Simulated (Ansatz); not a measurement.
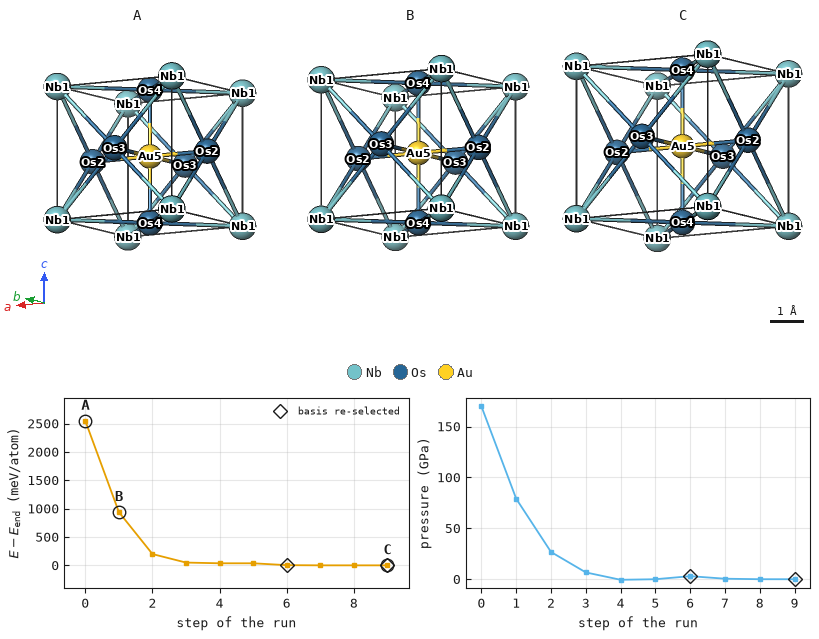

Frames of a relaxation of a crystal of NbOs₃Au (built on the cubic perovskite type) (coarse preliminary run), marked on the history of the run. Style: ball-and-stick. Shown: the cell of the calculation, from a free direction.

Case: cubic perovskite type (Pm-3m, No. 221).

The calculation used Ansatz, DFT PBE, scalar-relativistic, plane waves, PAW. (plane-wave cutoff 420 eV; k-point mesh 4 × 4 × 4; occupations gaussian; smearing width 0.1 eV; no spin polarisation; cell and atoms relaxed; force threshold 0.04 eV/Å; at most 70 steps)

What happens along the run?

Answer. The atoms keep their places relative to the cell (all moves are under 0.005 Å). The drawn cell changes as follows: a = b = c 4.128 → 4.726 Å (+14.5 %); the volume changes by +50.0 %. Among the contacts that change: Nb1–Os2 2.919 → 3.342 Å, Os2–Au5 2.064 → 2.363 Å. The space group stays Pm-3m (No. 221). After 7 accepted moves (9 points after the start) the energy has fallen by 2547 meV per atom. All forces vanish by symmetry, so only the cell relaxes. The pressure goes from 169.74 to 0.01 GPa. At 2 points the geometry stayed and the basis and grid were re-selected for the new cell (energy shift of 32.9 meV per atom at most each time). Cost: 26 s on 1 thread of Arm Neoverse V1 (shared host), peak memory 0.4 GiB. From step 0 to 1: volume +15.3 %, energy −1609 meV per atom. From step 1 to 9: volume +30.1 %, energy −939 meV per atom.

Limits of the set-up: the k-point mesh is coarse for a cell with partly filled bands.
